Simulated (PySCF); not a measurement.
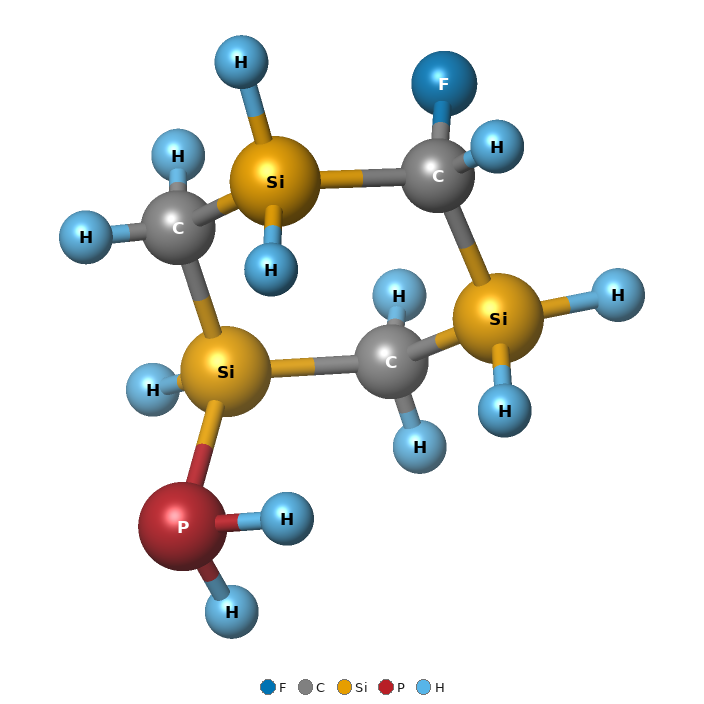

The geometry was computed by an optimisation with GFN2-xTB. No frequency run is at hand to confirm it as a minimum. Method: PBE0/pcSseg-1, gas phase (PySCF 2.14.0).

Question: What is the dipole moment?

Answer: 0.83 D.

Question: Estimate the HOMO–LUMO gap.

Answer: 7.66 eV.

Question: Estimate the HOMO energy (Kohn–Sham orbital).

Answer: −7.41 eV.

The geometry is semi-empirical. Around P, Si such bond lengths and angles can be off by a tenth of an ångström or more and by several degrees, and values that hang on the shape move with them.
